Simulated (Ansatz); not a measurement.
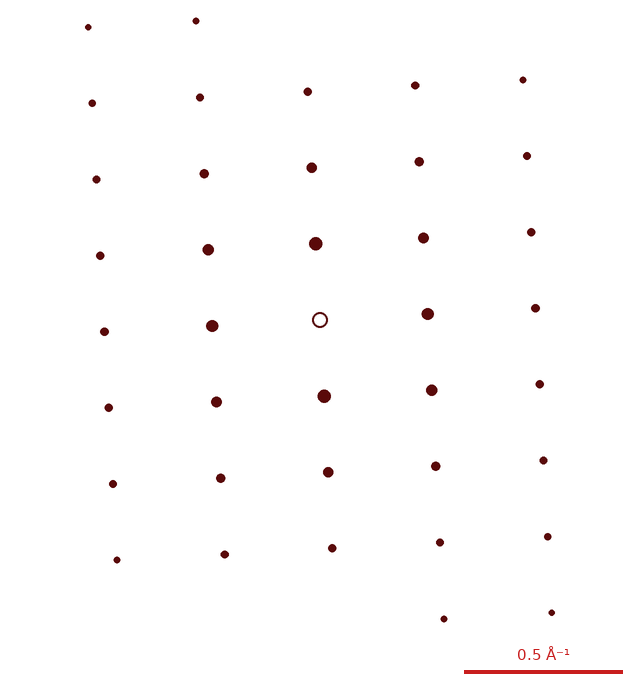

Computed electron diffraction pattern, 200 kV, single scattering only, B = 0.3 Å².

Phase: Rb, space group Im-3m (No. 229), a = 5.837 Å. Structure: the input geometry of an electronic-structure calculation (not necessarily at equilibrium).

```csv
atom,site,symmetry,x,y,z
Rb,2a,m-3m,0.0000,0.0000,0.0000
```

**Determine the zone axis from the geometry of the pattern.**

The spots form a rectangular net whose two shortest vectors correspond to d = 4.13 Å and 2.92 Å, 90.0° apart. They index as 1 -1 0 and 0 0 2, so the zone axis is ±[110] (or an equivalent direction of <110>).
